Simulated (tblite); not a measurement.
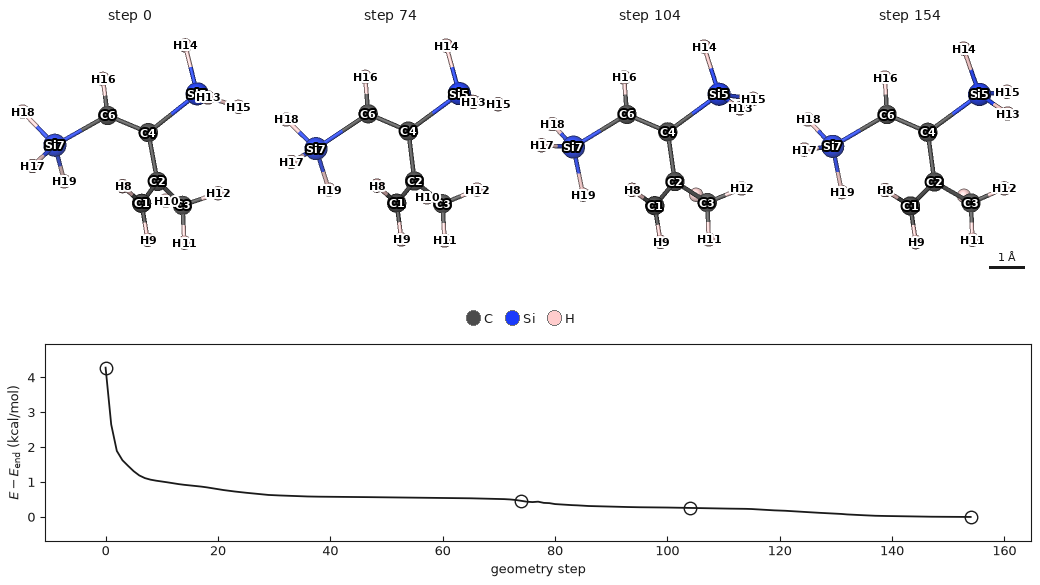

Frames of a relaxation of C$_{5}$H$_{12}$Si$_{2}$, marked on the history of the run. A ball-and-stick model, seen at a tilt.

These are results of GFN2-xTB geometry optimisation, gas phase (tblite 0.8.0), not measurements. 

What happens along the run?

Over 154 geometry steps the energy falls by 4.28 kcal/mol. The atom that moves furthest after the best rigid fit is H13 (0.92 Å). Largest moves by element: H 0.92 Å, C 0.42 Å, Si 0.19 Å. Among the contacts that change: C6–Si7 1.836 → 1.881 Å, Si5–H15 1.498 → 1.467 Å, Si5–H14 1.493 → 1.463 Å, Si5–H13 1.485 → 1.465 Å. Bond angles that change, for instance: Si7–C6–H16 109.4° → 115.3°, C4–C6–H16 120.5° → 117.2°, H11–C3–H12 106.4° → 108.9°. Groups turn about C4–Si5 by about 30°, C6–Si7 by about 25°, C2–C4 by about 20°. From step 0 to 74: H19 moves most (0.43 Å), energy −3.82 kcal/mol. From step 74 to 104: H17 moves most (0.56 Å), energy −0.20 kcal/mol. From step 104 to 154: H13 moves most (0.39 Å), energy −0.26 kcal/mol.
